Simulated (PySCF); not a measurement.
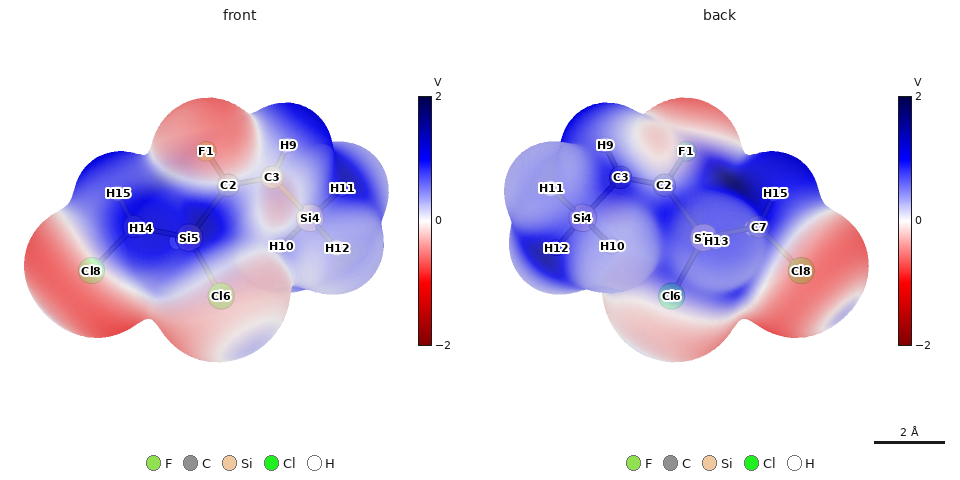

*C3H7Cl2FSi2. The electrostatic potential painted on the density surface at 0.002 e/bohr³, seen from the front and from behind; red is negative and blue positive.*

Geometry: GFN2-xTB.

Computed with PBE0/pcSseg-1, SCF density, gas phase, non-relativistic in PySCF 2.14.0.

The calculation's input:

```
{"job": {"kind": "nmr", "xc": "PBE0", "basis": "pcSseg-1"}, "charge": 0, "multiplicity": 1}
F     -0.200245    -0.840045     2.070370
C      0.324704    -0.349028     0.901684
C      1.634910    -0.448229     0.725953
Si     2.595957     0.144389    -0.776455
Si    -1.014399     0.378371    -0.234309
Cl    -0.906389    -0.501682    -2.035602
C     -2.676850    -0.055036     0.605450
Cl    -4.018573     0.726242    -0.280111
H      2.201156    -0.923885     1.518676
H      1.914766     1.288621    -1.382499
H      3.924485     0.540386    -0.303225
H      2.713819    -0.958468    -1.730449
H     -0.885524     1.827266    -0.362041
H     -2.884025    -1.124092     0.607045
H     -2.728206     0.303179     1.630981
```

Command:

```sh
OMP_NUM_THREADS=1 python probes_run.py task.json out
```

Where is the surface potential most negative and most positive?

The most negative region (about −0.7 V) lies over Cl8, the most positive (about +1.7 V) over Si5. Cl8 shows a σ-hole: about +0.2 V at the tip opposite its bond, against about −0.5 V on its flanks.

What dipole moment does the calculation give?

Its dipole moment is 2.02 D.
